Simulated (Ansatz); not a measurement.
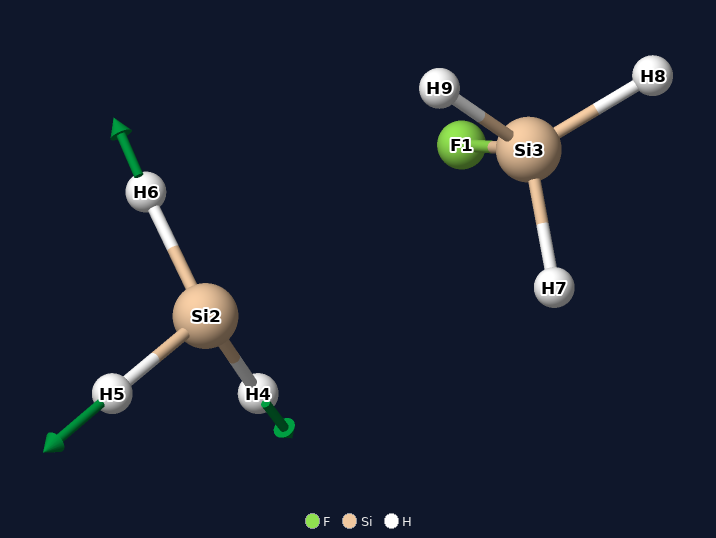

The arrows show one normal mode. State: neutral, doublet. Harmonic vibrations computed with UKS PBE0-D4/def2-TZVP (Ansatz 0.2.0) at a stationary point of the same level.

Describe the motion.

Mostly in-phase stretching of 3 Si–H bonds.

At what wavenumber does it lie?

2206 cm⁻¹; it is mode 16 of 21 counted from the lowest.
